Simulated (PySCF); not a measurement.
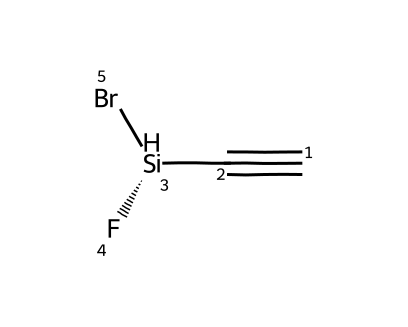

A structural formula, with wedges where it has stereocentres; small numbers name the atoms. The configuration is that of a computed structure (PBE0-D3(BJ)/def2-SVP).

Question: Give the R/S and E/Z labels.

Answer: Si3: R.
